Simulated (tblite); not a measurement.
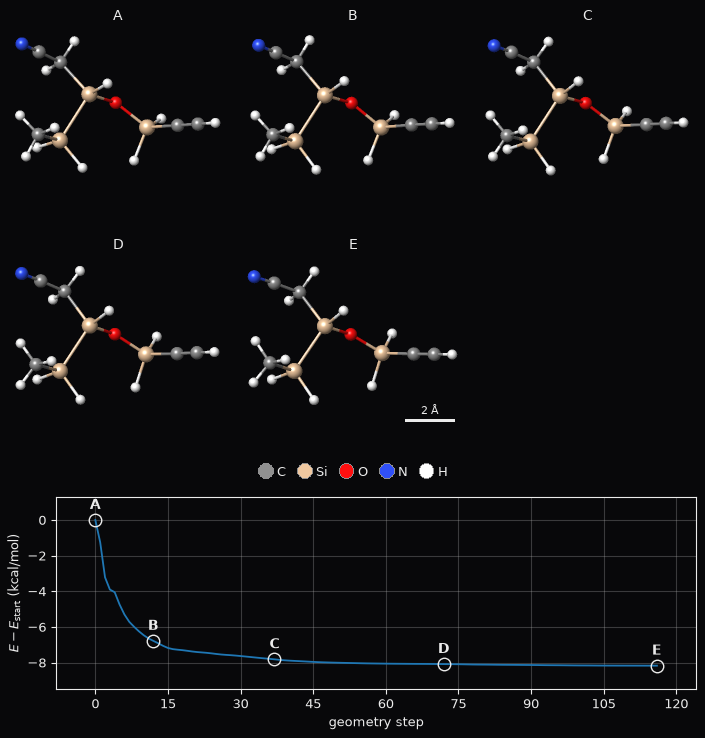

Frames of a relaxation of C5H11NOSi3, marked on the history of the run. Style: ball-and-stick. Shown at a tilt.

Computed with GFN2-xTB geometry optimisation, gas phase in tblite. 

Question: What happens along the run?

Answer: The atom that moves furthest after the best rigid fit is an H atom (0.62 Å). By element the largest moves are H 0.62 Å, N 0.41 Å, C 0.27 Å, O 0.27 Å, Si 0.24 Å. Some distances before and after: C–Si 1.867 → 1.931 Å, O–Si 1.674 → 1.627 Å, C–Si 1.851 → 1.896 Å, C–C 1.460 → 1.422 Å. Bond angles that change, for instance: Si–O–Si 138.9° → 153.1°, Si–Si–H 109.2° → 119.1°, O–Si–C 111.3° → 102.4°. The energy falls by 8.17 kcal/mol in 116 geometry steps. The run took 2.5 s on 1 thread of Arm Neoverse N1 (shared host). From step 0 to 12: an H atom moves most (0.17 Å), energy −6.78 kcal/mol. From step 12 to 37: an H atom moves most (0.20 Å), energy −1.03 kcal/mol. From step 37 to 72: the N atom moves most (0.18 Å), energy −0.27 kcal/mol. From step 72 to 116: N and H atoms move most (0.18 Å), energy −0.09 kcal/mol.

```json
{"step": "0", "E − E(0), kcal/mol": "0.00"}
{"step": "1", "E − E(0), kcal/mol": "-1.24"}
{"step": "2", "E − E(0), kcal/mol": "-3.21"}
{"step": "3", "E − E(0), kcal/mol": "-3.90"}
{"step": "4", "E − E(0), kcal/mol": "-4.05"}
{"step": "5", "E − E(0), kcal/mol": "-4.73"}
{"step": "6", "E − E(0), kcal/mol": "-5.29"}
{"step": "7", "E − E(0), kcal/mol": "-5.71"}
{"step": "8", "E − E(0), kcal/mol": "-5.99"}
{"step": "9", "E − E(0), kcal/mol": "-6.24"}
{"step": "10", "E − E(0), kcal/mol": "-6.46"}
{"step": "16", "E − E(0), kcal/mol": "-7.24"}
{"step": "21", "E − E(0), kcal/mol": "-7.40"}
{"step": "27", "E − E(0), kcal/mol": "-7.56"}
{"step": "32", "E − E(0), kcal/mol": "-7.68"}
{"step": "38", "E − E(0), kcal/mol": "-7.84"}
{"step": "43", "E − E(0), kcal/mol": "-7.93"}
{"step": "49", "E − E(0), kcal/mol": "-8.00"}
{"step": "55", "E − E(0), kcal/mol": "-8.03"}
{"step": "60", "E − E(0), kcal/mol": "-8.05"}
{"step": "66", "E − E(0), kcal/mol": "-8.07"}
{"step": "71", "E − E(0), kcal/mol": "-8.08"}
{"step": "77", "E − E(0), kcal/mol": "-8.10"}
{"step": "83", "E − E(0), kcal/mol": "-8.12"}
{"step": "88", "E − E(0), kcal/mol": "-8.13"}
{"step": "94", "E − E(0), kcal/mol": "-8.14"}
{"step": "99", "E − E(0), kcal/mol": "-8.15"}
{"step": "105", "E − E(0), kcal/mol": "-8.16"}
{"step": "110", "E − E(0), kcal/mol": "-8.17"}
{"step": "116", "E − E(0), kcal/mol": "-8.17"}
```
